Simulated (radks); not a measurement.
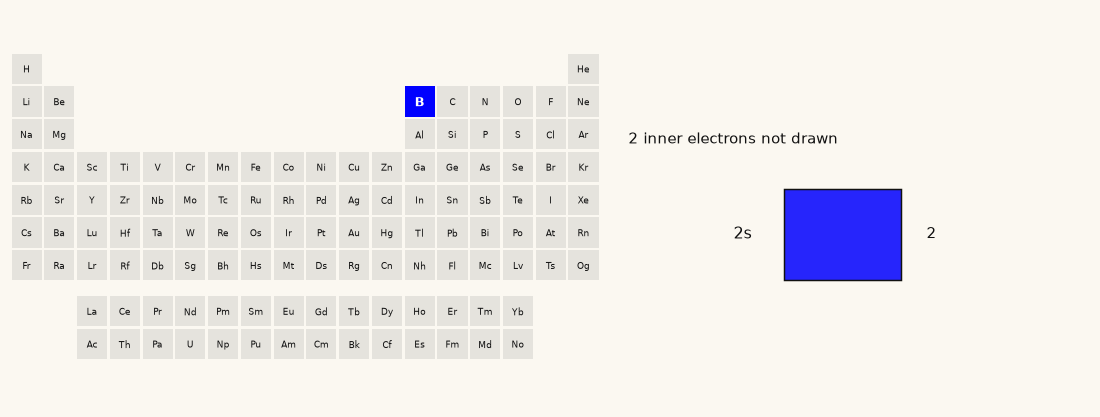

Fig. 1: Left, the place of boron in the periodic table; right, the outer shells as the input fills them: a box for each of the 2l + 1 orbitals, shaded by the share of the shell that is filled, with the electron count at the right.

**Atomic calculation, with input and output: B⁺**

- system: B⁺ (Z = 5, 4 electrons) in the configuration [He] 2s2.
- method: non-relativistic Kohn-Sham, r2SCAN, spin-polarised, spherical densities, point nucleus (the in-house radial solver radks)

The input:
```
Z 5
configuration [He] 2s2
relativity non-relativistic
functional r2scan,r2scan
spin polarised
nucleus point
mixing 2.5
max_iterations 65
```

Energies in input and log are in hartree, lengths in bohr.

Launched within a batch (the task file carries these settings):
```bash
python <driver script> task.json out
```

The program's output:
```
1s      1   1.0000          -7.22981665
2s      1   1.0000          -0.72492114
1s      2   1.0000          -7.22981665
2s      2   1.0000          -0.72492114
Etot -24.316213154511868
Ekin 24.240571448690993
Encl -54.59880049923855
Eh 9.610688836772638
Exc -3.56867294073695
err 2.4710418982865417e-07
it 12
```

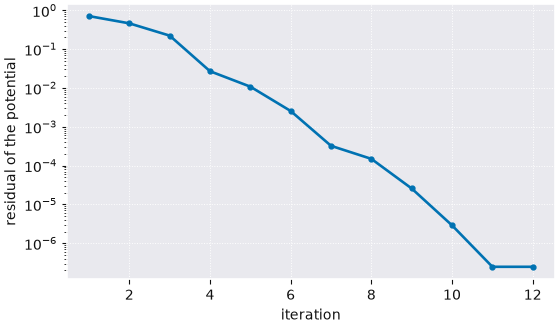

Fig. 2: Convergence: residual of the potential against the iteration. The residual falls almost steadily, with no more than small rises or pauses. It goes from 0.71 to 2.5×10⁻⁷ in 12 steps.

What the run reported:

- outcome: converged
- total energy: −24.316213 hartree
- kinetic energy: 24.240571 hartree
- electron–nucleus energy: −54.598800 hartree
- Hartree energy: 9.610689 hartree
- exchange–correlation energy: −3.568673 hartree
- radius at density 0.001 e/bohr³: 3.33 bohr
- SCF iterations: 12
- hardware: 1 thread of Arm Neoverse N1, 77 GiB of memory available, shared host

What is odd here:

A numerical setting was moved from its usual value: mixing factor beta = 2.5. The program ran to the end, and its total energy equals that of the same run with the usual input (−24.31621 hartree) within 10⁻⁵ hartree, so the oddity leaves no trace in it.
